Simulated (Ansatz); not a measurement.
System: C₃H₆OSi.

```xyz
11

C    -0.3629   -1.0127    1.7772
C    -0.8051    0.0672    1.0939
C    -0.0072    0.2135   -0.1874
O     1.2131   -2.6460   -0.3100
Si    1.0073   -1.2281    0.5385
H     0.4131   -3.0742   -0.6284
H     2.3848   -0.8914    0.9910
H    -0.7461   -1.3774    2.7328
H    -1.5993    0.7613    1.4086
H     0.4745    1.1953   -0.3280
H    -0.5936   -0.0085   -1.0948
```

Geometry: PBE0-D3(BJ)/def2-SVP.

Theory: isolated molecule in a Gaussian basis; Kohn-Sham density functional theory, functional PBE0 (Ansatz 0.2.0).

### What can the converged electron density and electron localisation function tell about the bonding?

C–C (1.35 Å): ρ is about 2.3 e/Å³ halfway; the ELF peaks at about 0.90 between the atoms, as expected for a covalent bond.
C–Si (1.86 Å): ρ is about 0.93 e/Å³ halfway; the ELF peaks at about 0.90 between the atoms; a covalent bond.
C–C (1.52 Å): the density is about 1.7 e/Å³ at the midpoint; the ELF peaks at about 0.95 between the atoms: localised, covalent bonding.
C–Si (1.91 Å): ρ is about 0.9 e/Å³ halfway; the ELF peaks at about 0.95 between the atoms, as expected for a covalent bond.

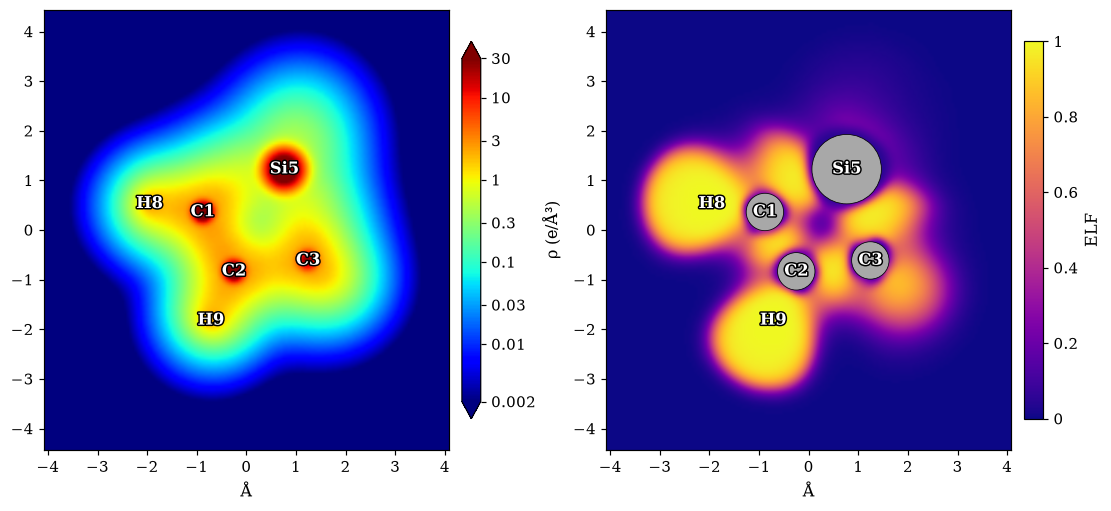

Computed electron density and electron localisation function on the plane of atoms C2, C1 and Si5, in this order. Grey discs cover the atomic cores in the ELF map. 
